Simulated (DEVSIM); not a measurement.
Structure: Schottky contact on n-type GaN, at 300 K.

| layer (left to right) | material | thickness (μm) | Nd (cm⁻³) | τn (s) | τp (s) |
|---|---|---|---|---|---|
| 1 | GaN | 0.940 | 2.4e16 | 3.5e-10 | 3.5e-10 |

Left contact: Schottky, work function 5.33 eV, emission velocity 9e6 cm/s. Right contact: ohmic. Voltage is applied to the left contact. Recombination: SRH at mid-gap, radiative, Auger. Mobility is constant in doping.

This is a model device: material constants are rounded textbook-type values typed into the input, and sizes, dopings and lifetimes were drawn at random. Values at 300 K.

```csv
parameter,GaN
gap (eV),3.43
affinity (eV),4.1
permittivity,9.5
Nc (cm⁻³),2.3e18
Nv (cm⁻³),4.6e19
μn (cm²/Vs),1200
μp (cm²/Vs),100
B (cm³/s),1e-11
Cn (cm⁶/s),1e-30
Cp (cm⁶/s),1e-30
```

Model (solved in DEVSIM): 1D drift-diffusion, Boltzmann statistics, complete ionisation; no tunnelling, impact ionisation, image-force lowering or self-heating. Metal contacts follow the ideal Schottky-Mott rule: no Fermi-level pinning, no interface dipoles.

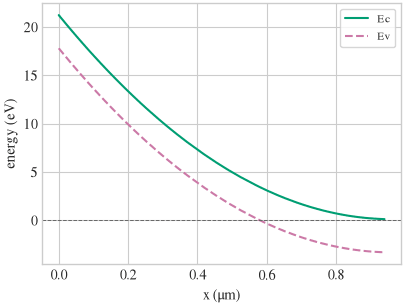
*Band edges at -20.0 V on the left contact*

Energies count from the Fermi level of the right contact; mesh points crowd at the junctions.

| x (μm) | Ec (eV) | Ev (eV) | n (cm⁻³) | p (cm⁻³) | field (V/cm) |
|---|---|---|---|---|---|
| 0.000 | 21.230 | 17.800 | < 1e2 | < 1e2 | -440000 |
| 0.007885 | 20.885 | 17.455 | < 1e2 | < 1e2 | -440000 |
| 0.01657 | 20.508 | 17.078 | < 1e2 | < 1e2 | -430000 |
| 0.02961 | 19.949 | 16.519 | < 1e2 | < 1e2 | -430000 |
| 0.05250 | 18.986 | 15.556 | < 1e2 | < 1e2 | -420000 |
| 0.07672 | 17.994 | 14.564 | < 1e2 | < 1e2 | -400000 |
| 0.1034 | 16.932 | 13.502 | < 1e2 | < 1e2 | -390000 |
| 0.1570 | 14.895 | 11.465 | < 1e2 | < 1e2 | -370000 |
| 0.2137 | 12.883 | 9.453 | < 1e2 | < 1e2 | -340000 |
| 0.2881 | 10.468 | 7.038 | < 1e2 | < 1e2 | -310000 |
| 0.3700 | 8.102 | 4.672 | < 1e2 | < 1e2 | -270000 |
| 0.5243 | 4.477 | 1.047 | < 1e2 | < 1e2 | -200000 |
| 0.6289 | 2.638 | -0.792 | < 1e2 | < 1e2 | -150000 |
| 0.7087 | 1.571 | -1.859 | < 1e2 | < 1e2 | -120000 |
| 0.7842 | 0.831 | -2.599 | 25000 | < 1e2 | -81000 |
| 0.8217 | 0.560 | -2.870 | 9.1e8 | < 1e2 | -64000 |
| 0.8558 | 0.369 | -3.061 | 1.5e12 | < 1e2 | -48000 |
| 0.8818 | 0.259 | -3.171 | 1.0e14 | < 1e2 | -36000 |
| 0.9064 | 0.184 | -3.246 | 1.9e15 | < 1e2 | -25000 |
| 0.9186 | 0.156 | -3.274 | 5.5e15 | < 1e2 | -21000 |
| 0.9297 | 0.135 | -3.295 | 1.2e16 | < 1e2 | -17000 |
| 0.9400 | 0.118 | -3.312 | 2.4e16 | < 1e2 | -16000 |
